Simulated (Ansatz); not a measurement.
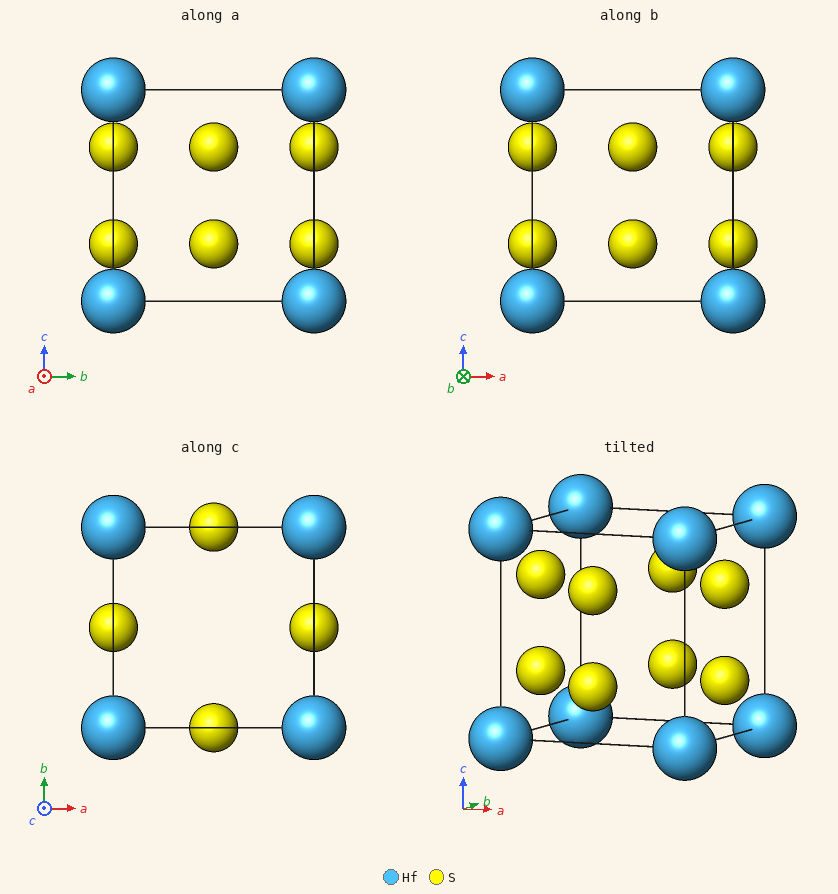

We look at a spheres-only model of the crystal along the a axis, along the b axis, along the c axis and slightly off an axis. The frame is the conventional unit cell; atoms at its boundary are shown with their periodic copies.

Lattice parameters: a = 4.610 Å, b = 4.610 Å, c = 4.854 Å, α = 90.00°, β = 90.00°, γ = 90.00°. Put a along x and b in the xy plane.

**Write down what is shown as a POSCAR file, with free fractional coordinates to two decimals.**

```
Hf S
1.0
     4.610    0.000    0.000
     0.000    4.610    0.000
     0.000    0.000    4.854
Hf S
1 4
Direct
  0.00 0.00 0.00
  0.00 0.50 0.27
  0.50 0.00 0.27
  0.00 0.50 0.73
  0.50 0.00 0.73
```

The cell started as a random cell made by a generator, so it need not be a real form of the compound. This is the structure after a relaxation with DFT PBE, scalar-relativistic, plane waves, PAW in Ansatz.
